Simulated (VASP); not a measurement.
# ZnSb with r2SCAN: from relaxation to properties

Aim: relax ZnSb with r2SCAN, compute its properties on that cell and hold them against experiment. The steps: full relaxation (r2SCAN), single point with fields (r2SCAN), band structure (r2SCAN), density of states (r2SCAN), optical spectrum (r2SCAN), volume scan with r2SCAN and fit for r2SCAN. Left out of this account: 1 further run (phonons: its modes failed a check). The start is a cell from a database of measured crystal structures.

Program: VASP 6.6.1. Level of theory: r2SCAN; plane waves and PAW (Zn, Sb). Results are calculated unless marked as measured.

**What experiment says.**

“Thermal and Vibrational Properties of Thermoelectric ZnSb - Exploring the Origin of Low Thermal Conductivity” (2015, arxiv:1502.05901) reports for ZnSb, orthorhombic ZnSb, by powder XRD, Rietveld (polycrystalline powder, 300 K): lattice constant a (a at room temperature) 6.2055 ± 0.0002 Å; lattice constant b (b at room temperature) 7.746 ± 0.0002 Å; lattice constant c (c at room temperature) 8.1026 ± 0.0002 Å.

Report form: the programs' logs are mostly left out.

### 1. Set-up

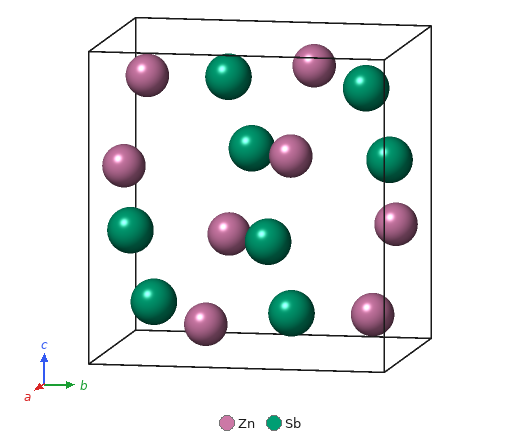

The starting structure, seen slightly off an axis (zinc pink, antimony teal).

### 2. Full relaxation (r2SCAN)

The start need not lie at this functional's minimum. ISIF = 3 frees volume, shape and positions, and EDIFFG sets the threshold on forces and stress at which the search stops. r2SCAN adds the kinetic-energy density, costs more than a GGA and is run with LASPH.

INCAR

```
SYSTEM = ZnSb
PREC = Accurate
ENCUT = 400
EDIFF = 1E-06
NELM = 100
ISMEAR = 0
SIGMA = 0.05
LREAL = .FALSE.
ALGO = Normal
METAGGA = R2SCAN
LASPH = .TRUE.
NBANDS = 84
LORBIT = 11
LWAVE = .FALSE.
LCHARG = .FALSE.
KPAR = 4
NCORE = 2
IBRION = 2
NSW = 60
ISIF = 3
EDIFFG = -0.01
```

POSCAR

```
ZnSb
1.0
    6.2180000000      0.0000000000      0.0000000000
    0.0000000000      7.7410000000      0.0000000000
    0.0000000000      0.0000000000      8.1150000000
Zn Sb
8 8
Direct
    0.4539000000      0.1115000000      0.8673000000
    0.0461000000      0.8885000000      0.3673000000
    0.9539000000      0.3885000000      0.1327000000
    0.5461000000      0.6115000000      0.6327000000
    0.5461000000      0.8885000000      0.1327000000
    0.9539000000      0.1115000000      0.6327000000
    0.0461000000      0.6115000000      0.8673000000
    0.4539000000      0.3885000000      0.3673000000
    0.1420000000      0.0841000000      0.1083000000
    0.3580000000      0.9159000000      0.6083000000
    0.6420000000      0.4159000000      0.8917000000
    0.8580000000      0.5841000000      0.3917000000
    0.8580000000      0.9159000000      0.8917000000
    0.6420000000      0.0841000000      0.3917000000
    0.3580000000      0.5841000000      0.1083000000
    0.1420000000      0.4159000000      0.6083000000
```

KPOINTS

```
Automatic mesh
0
Gamma
4 3 3
0 0 0
```

PAW data sets: Zn and Sb (PBE family, release 64).

Started as:

```sh
> mpirun -np 8 vasp_std
```

Run time: 34 min. Hardware: 8 MPI ranks of Intel Xeon Platinum 8375C at 2.90GHz (Ice Lake), shared host; peak memory 2.6 GiB; 4.5 h of CPU time.

The gap is read on the k-mesh alone, so it is an upper bound where the band edges lie off the mesh. The PAW data sets were made with PBE, which is usual practice but a small mismatch for other functionals. The run keeps the 8 symmetry operations of its start, so it cannot find a distortion of lower symmetry.

Relaxation path (22 of 24):

| step | energy less that of the first step (eV) | largest force (eV/Å) | pressure (GPa) | volume (Å³) |
| --- | --- | --- | --- | --- |
| 1 | 0.0000 | 0.2558 | -0.05 | 390.60 |
| 2 | -0.0294 | 0.1801 | -0.05 | 390.20 |
| 3 | -0.0425 | 0.1245 | -0.01 | 389.79 |
| 4 | -0.0435 | 0.1118 | 0.03 | 389.65 |
| 5 | -0.0584 | 0.0965 | 0.00 | 389.71 |
| 6 | -0.0619 | 0.1046 | -0.01 | 389.73 |
| 8 | -0.0725 | 0.0554 | 0.04 | 389.68 |
| 9 | -0.0794 | 0.0490 | 0.08 | 389.60 |
| 10 | -0.0797 | 0.0676 | 0.10 | 389.58 |
| 11 | -0.0814 | 0.0366 | -0.19 | 391.22 |
| 12 | -0.0819 | 0.0375 | -0.10 | 390.67 |
| 13 | -0.0841 | 0.0360 | 0.08 | 389.45 |
| 14 | -0.0842 | 0.0367 | 0.11 | 389.28 |
| 15 | -0.0858 | 0.0426 | 0.04 | 389.66 |
| 16 | -0.0881 | 0.0645 | -0.14 | 390.79 |
| 17 | -0.0889 | 0.0618 | -0.10 | 390.72 |
| 19 | -0.0895 | 0.0528 | -0.06 | 390.46 |
| 20 | -0.0897 | 0.0556 | -0.07 | 390.54 |
| 21 | -0.0903 | 0.0439 | -0.04 | 390.35 |
| 22 | -0.0913 | 0.0142 | 0.09 | 389.77 |
| 23 | -0.0914 | 0.0115 | 0.04 | 390.08 |
| 24 | -0.0914 | 0.0090 | -0.01 | 390.44 |

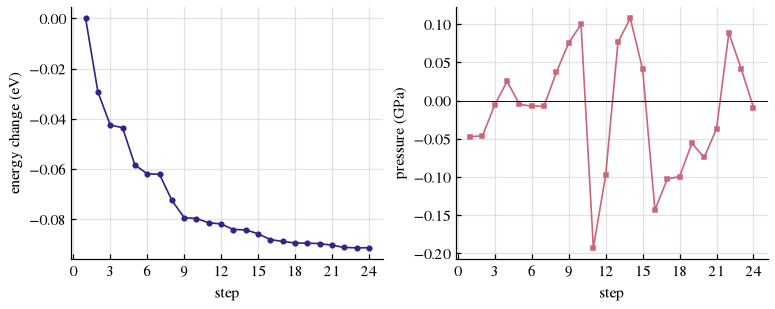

Energy and pressure along the relaxation.

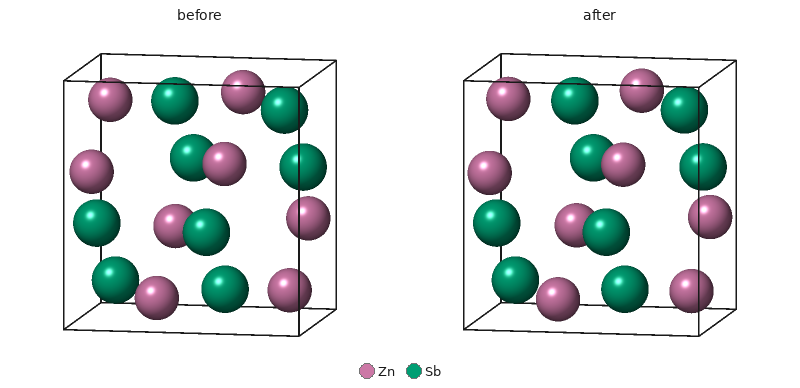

Before and after, at one scale.

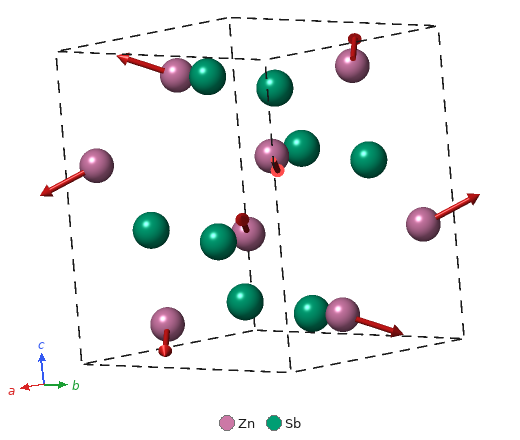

Displacements in the relaxation, exaggerated, measured against the changing cell; the longest in the cell stands for 0.09 Å.

```csv
"conventional cell, symmetrised",before,after,change
a (Å),6.218,6.217,-0.0 %
b (Å),7.741,7.737,-0.1 %
c (Å),8.115,8.118,+0.0 %
volume (Å³/atom),24.41,24.40,-0.0 %
```

The atoms that moved most (Å, as changes of fractional coordinates times the final cell):

```csv
atom,dx,dy,dz,length
Zn4,-0.060,-0.052,-0.034,0.087
Zn7,-0.060,-0.052,0.034,0.087
Zn5,-0.060,0.052,-0.034,0.087
Zn6,0.060,-0.052,-0.034,0.087
Zn2,-0.060,0.052,0.034,0.087
Zn3,0.060,0.052,-0.034,0.087
Zn1,0.060,-0.052,0.034,0.087
Zn8,0.060,0.052,0.034,0.087
```

The relaxed structure:

```xyz
16
Lattice="6.2166 0.0000 0.0000 0.0000 7.7367 0.0000 0.0000 0.0000 8.1179" Properties=species:S:1:pos:R:3 pbc="T T T"
Zn    2.8820    0.8101    7.0748
Zn    0.2263    6.9266    3.0159
Zn    5.9903    3.0582    1.0431
Zn    3.3346    4.6785    5.1020
Zn    3.3346    6.9266    1.0431
Zn    5.9903    0.8101    5.1020
Zn    0.2263    4.6785    7.0748
Zn    2.8820    3.0582    3.0159
Sb    0.8847    0.6487    0.8787
Sb    2.2236    7.0880    4.9376
Sb    3.9930    3.2197    7.2392
Sb    5.3319    4.5170    3.1802
Sb    5.3319    7.0880    7.2392
Sb    3.9930    0.6487    3.1802
Sb    2.2236    4.5170    0.8787
Sb    0.8847    3.2197    4.9376
```

This step gave:

- electrons: 136
- bands: 84
- irreducible k points: 12
- symmetry operations: 8
- free energy (TOTEN): -277.8282 eV
- Fermi energy: 5.044 eV
- pressure: -0.009241 GPa
- metallic: no
- valence top at k: 0.5, 0, 0
- conduction bottom at k: 0, 0, 0.3333
- least direct gap at k: 0.5, 0, 0
- SCF cycles over all ionic steps: 199
- gap on the k-mesh: 0.4696 eV
- least direct gap on the k-mesh: 0.6999 eV

It ends with a largest force of 0.009 eV/Å and a pressure of -0.01 GPa. The volume lies -0.0 % from that of the database's start, which holds the thermal and zero-point expansion of its experiment.

### 3. Single point with fields (r2SCAN)

A single point on the relaxed cell gives a clean self-consistent state, with density, ELF and potential written out.

Changes to INCAR since step 2:

```diff
@@ -14,8 +14,6 @@
 LWAVE = .FALSE.
-LCHARG = .FALSE.
-KPAR = 4
+LCHARG = .TRUE.
 NCORE = 2
-IBRION = 2
-NSW = 60
-ISIF = 3
-EDIFFG = -0.01
+ISIF = 2
+LELF = .TRUE.
+LVHAR = .TRUE.
```

POSCAR

```
ZnSb
1.0
    6.2166224712      0.0000000000      0.0000000000
    0.0000000000      7.7367011607      0.0000000000
    0.0000000000      0.0000000000      8.1178643578
Zn Sb
8 8
Direct
    0.4635922419      0.1047146190      0.8715094253
    0.0364077581      0.8952853810      0.3715094253
    0.9635922419      0.3952853810      0.1284905747
    0.5364077581      0.6047146190      0.6284905747
    0.5364077581      0.8952853810      0.1284905747
    0.9635922419      0.1047146190      0.6284905747
    0.0364077581      0.6047146190      0.8715094253
    0.4635922419      0.3952853810      0.3715094253
    0.1423131241      0.0838419336      0.1082418470
    0.3576868759      0.9161580664      0.6082418470
    0.6423131241      0.4161580664      0.8917581530
    0.8576868759      0.5838419336      0.3917581530
    0.8576868759      0.9161580664      0.8917581530
    0.6423131241      0.0838419336      0.3917581530
    0.3576868759      0.5838419336      0.1082418470
    0.1423131241      0.4161580664      0.6082418470
```

KPOINTS is that of step 2.

Started as:

```sh
> mpirun -np 8 vasp_std
```

Wall time 2.7 min (8 MPI ranks); peak memory 1.6 GiB; 21 min of CPU time.

Numbers from this step:

| Quantity | Value |
| --- | --- |
| electronic steps | 19 |
| free energy (TOTEN) | -277.8280 eV |
| pressure | -0.007260 GPa |

Valence electrons inside each PAW sphere by angular momentum. Sphere charges, by row:

```csv
atom,s (e),p (e),d (e),tot (e)
Zn1,0.586,0.406,9.75,10.74
Zn2,0.586,0.406,9.75,10.74
Zn3,0.586,0.406,9.75,10.74
Zn4,0.586,0.406,9.75,10.74
Zn5,0.586,0.406,9.75,10.74
Zn6,0.586,0.406,9.75,10.74
Zn7,0.586,0.406,9.75,10.74
Zn8,0.586,0.406,9.75,10.74
Sb9,1.121,1.308,0.031,2.46
Sb10,1.121,1.308,0.031,2.46
Sb11,1.121,1.308,0.031,2.46
Sb12,1.121,1.308,0.031,2.46
Sb13,1.121,1.308,0.031,2.46
Sb14,1.121,1.308,0.031,2.46
Sb15,1.121,1.308,0.031,2.46
Sb16,1.121,1.308,0.031,2.46
```

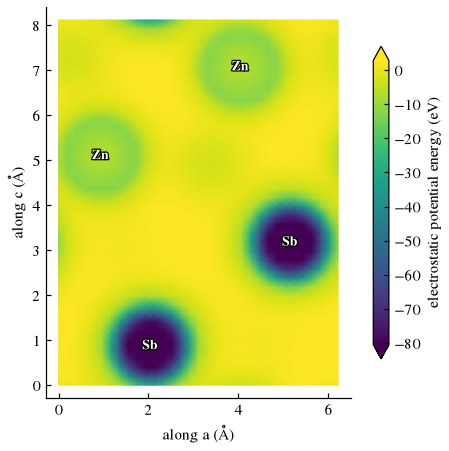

Electrostatic potential energy in the ac plane at fractional y = 0.084, with atoms of Zn and Sb within 0.2 Å of it. With pseudopotentials it is smooth inside the atoms' cores, unlike the true potential. The map starts off the cell's origin, so that atoms lie inside it.

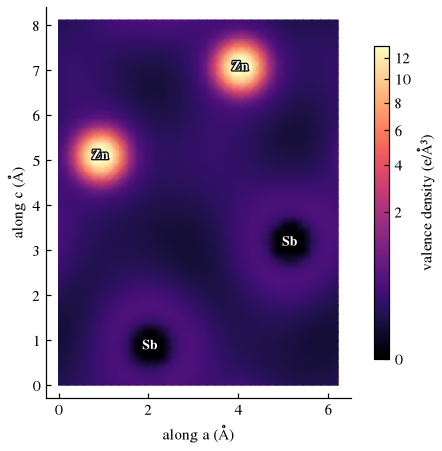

Valence density in the ac plane at fractional y = 0.084, with atoms of Zn and Sb within 0.2 Å of it. It is the smooth field of the valence electrons, not physical close to the nuclei. The map starts off the cell's origin, so that atoms lie inside it. The colour scale is stretched toward low values.

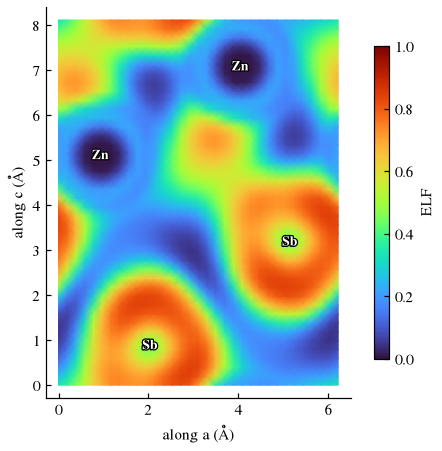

ELF in the ac plane at fractional y = 0.084, with atoms of Zn and Sb within 0.2 Å of it. It is the smooth field of the valence electrons, not physical close to the nuclei. The map starts off the cell's origin, so that atoms lie inside it.

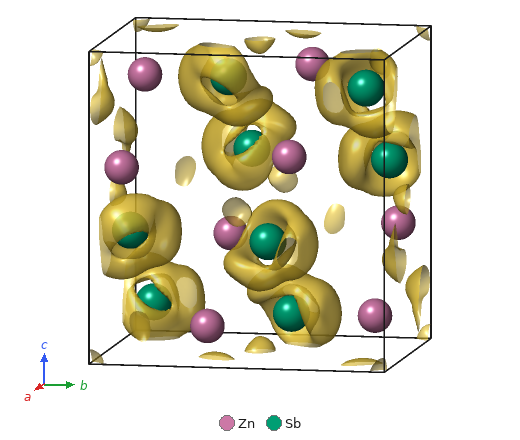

Surface of ELF = 0.8.

In this run the pressure is -0.01 GPa, small enough to go on.

### 4. Band structure (r2SCAN)

Levels along the symmetry lines show where the bands peak and cross; KPOINTS_OPT computes them in the converged potential.

INCAR

```
SYSTEM = ZnSb
PREC = Accurate
ENCUT = 400
EDIFF = 1E-06
NELM = 100
ISMEAR = 0
SIGMA = 0.05
LREAL = .FALSE.
ALGO = Normal
METAGGA = R2SCAN
LASPH = .TRUE.
NBANDS = 104
LORBIT = 11
LWAVE = .FALSE.
LCHARG = .FALSE.
KPAR = 4
NCORE = 2
```

POSCAR is that of step 3.

KPOINTS is that of step 3.

KPOINTS_OPT

```
Line mode
12
Line-mode
Reciprocal
  0.00000000   0.00000000   0.00000000 GAMMA
  0.50000000   0.00000000   0.00000000 X

  0.50000000   0.00000000   0.00000000 X
  0.50000000   0.50000000   0.00000000 S

  0.50000000   0.50000000   0.00000000 S
  0.00000000   0.50000000   0.00000000 Y

  0.00000000   0.50000000   0.00000000 Y
  0.00000000   0.00000000   0.00000000 GAMMA

  0.00000000   0.00000000   0.00000000 GAMMA
  0.00000000   0.00000000   0.50000000 Z

  0.00000000   0.00000000   0.50000000 Z
  0.50000000   0.00000000   0.50000000 U

  0.50000000   0.00000000   0.50000000 U
  0.50000000   0.50000000   0.50000000 R

  0.50000000   0.50000000   0.50000000 R
  0.00000000   0.50000000   0.50000000 T

  0.00000000   0.50000000   0.50000000 T
  0.00000000   0.00000000   0.50000000 Z

  0.00000000   0.50000000   0.00000000 Y
  0.00000000   0.50000000   0.50000000 T

  0.50000000   0.00000000   0.50000000 U
  0.50000000   0.00000000   0.00000000 X

  0.50000000   0.50000000   0.00000000 S
  0.50000000   0.50000000   0.50000000 R
```

Started as:

```sh
> mpirun -np 8 vasp_std
```

Wall time 16 min (8 MPI ranks); peak memory 3.7 GiB.

Spin-orbit coupling is off here; with elements this heavy it splits and shifts levels by tenths of an eV or more.

Numbers from this step:

| Item | Value |
| --- | --- |
| electronic steps | 17 |
| bands | 104 |
| Fermi energy | 5.068 eV |
| pressure | -0.01066 GPa |
| least gap on mesh and path | 0.3431 eV |
| least direct gap on mesh and path | 0.6629 eV |
| valence top at k | 0.4091, 0, 0 |
| conduction bottom at k | 0, 0, 0.3636 |
| least direct gap at k | 0.4545, 0, 0 |

The electronic bands at the labelled points (eV, zero at the valence-band top; v1 is the highest filled band, c1 the lowest empty one):

```
    point     v4     v3     v2     v1    c1    c2    c3    c4
        Γ  -1.62  -1.19  -0.96  -0.91  0.71  1.34  1.59  1.91
        X  -0.64  -0.64  -0.09  -0.09  0.61  0.61  1.56  1.56
        S  -0.81  -0.81  -0.81  -0.81  1.13  1.13  1.13  1.13
        Y  -1.60  -1.60  -1.20  -1.20  0.55  0.55  1.91  1.91
        Γ  -1.62  -1.19  -0.96  -0.91  0.71  1.34  1.59  1.91
        Z  -1.65  -1.65  -0.74  -0.74  0.61  0.61  0.68  0.68
        U  -1.02  -1.02  -1.02  -1.02  1.30  1.30  1.30  1.30
        R  -1.19  -1.19  -1.19  -1.19  0.83  0.83  0.83  0.83
        T  -1.26  -1.26  -1.26  -1.26  0.79  0.79  0.79  0.79
        Z  -1.65  -1.65  -0.74  -0.74  0.61  0.61  0.68  0.68
jump to Y  -1.60  -1.60  -1.20  -1.20  0.55  0.55  1.91  1.91
        T  -1.26  -1.26  -1.26  -1.26  0.79  0.79  0.79  0.79
jump to U  -1.02  -1.02  -1.02  -1.02  1.30  1.30  1.30  1.30
        X  -0.64  -0.64  -0.09  -0.09  0.61  0.61  1.56  1.56
jump to S  -0.81  -0.81  -0.81  -0.81  1.13  1.13  1.13  1.13
        R  -1.19  -1.19  -1.19  -1.19  0.83  0.83  0.83  0.83
```

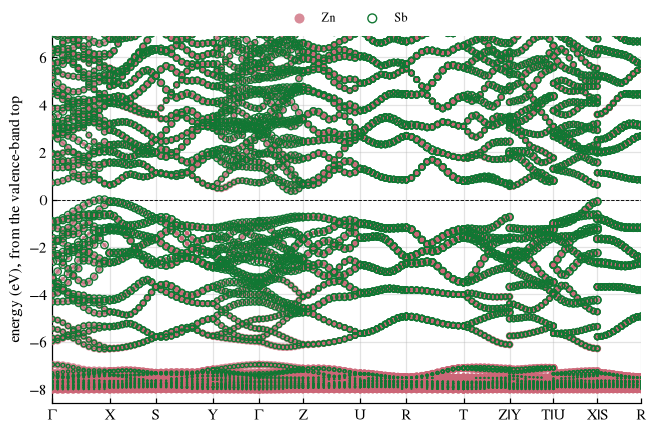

Electronic bands along the path; dots are coloured as in the legend, and their area grows with the weight.

The path lowers the gap by 0.13 eV against the mesh alone, so a band edge lies off the mesh.

### 5. Density of states (r2SCAN)

Here the states are counted by energy and projected on the atoms. The mesh is finer than in the run before.

Changes to INCAR since step 4:

```diff
@@ -5,3 +5,3 @@
 NELM = 100
-ISMEAR = 0
+ISMEAR = -5
 SIGMA = 0.05
@@ -15,3 +15,3 @@
 LCHARG = .FALSE.
-KPAR = 4
-NCORE = 2
+KPAR = 8
+NEDOS = 2001
```

POSCAR is that of step 4.

KPOINTS

```
Automatic mesh
0
Gamma
6 5 4
0 0 0
```

Started as:

```sh
> mpirun -np 8 vasp_std
```

It took 9.6 min on 8 MPI ranks; peak memory 6.7 GiB; 77 min of CPU time.

This step gave:

* irreducible k points: 36
* free energy (TOTEN): -277.8812 eV
* Fermi energy: 4.839 eV
* pressure: -0.006730 GPa
* valence top at k: 0.5, 0, 0
* conduction bottom at k: 0, 0.4, 0
* least direct gap at k: 0.5, 0, 0
* gap on the k-mesh: 0.5615 eV
* least direct gap on the k-mesh: 0.7003 eV

The density of states has structure finer than the step of the table below, so its rows give means over 1 eV, whole bins alone (the curve runs from -12.0 to 1.98 eV). Peaks (eV: height): total -7.6: 191; Sb p -2.1: 3.20, -1.8: 3.47, -1.4: 3.47, -1.1: 3.88; Zn d -7.6: 182; Sb s -10.9: 7.64, -9.6: 6.38, -9.3: 7.45, -7.2: 2.16.

States under -12.0 eV and over 2.0 eV are left out. Table of density of states by energy, zero at the valence-band top; means over each step; values in states/eV/cell:

```
energy (eV)  total    Sb p    Zn d     Sb s
        -11   6.72  0.0812   0.260     3.24
        -10   2.21  0.0310   0.271    0.922
         -9   5.85  0.0687    1.11     2.40
         -8   59.9   0.415    56.4   0.0813
         -7   20.1  0.0990    18.0    0.656
         -6   2.97   0.422   0.265    0.133
         -5   5.67   0.899   0.394    0.340
         -4   6.45    1.33   0.281    0.258
         -3   6.63    1.68   0.258    0.157
         -2   9.74    2.79   0.346    0.180
         -1   8.28    2.54   0.326   0.0897
          0  0.269  0.0893  0.0134  0.00291
          1   5.83   0.796   0.153    0.452
```

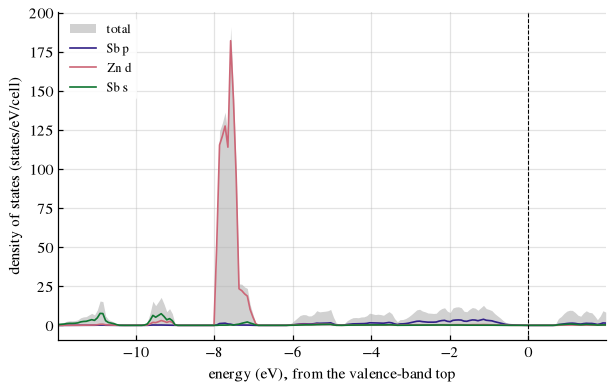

Density of states, plotted against energy.

The gap on this mesh is 0.56 eV, over the 0.34 eV of the band run, since this mesh misses a band edge. In the top eV of the valence band the largest shares in the PAW spheres are Sb p 31 %. The rest lies in smaller channels or between the spheres.

[end of part 1 of 2]

[Lines on the potential files, build, host, timing and source positions are cut from VASP's logs without a mark.]

[Logs are printed without paths, hosts, clocks, repeated set-up lines and the standing remarks that a program may print on its own settings, such as how far it seeks lower states.]

[Hosts, paths, dates, database ids (printed as entryN), source tags and the programs' standing remarks are cut or masked in the printed files.]

[A measured line is paired with the nearest computed mode of its activity, which favours agreement.]
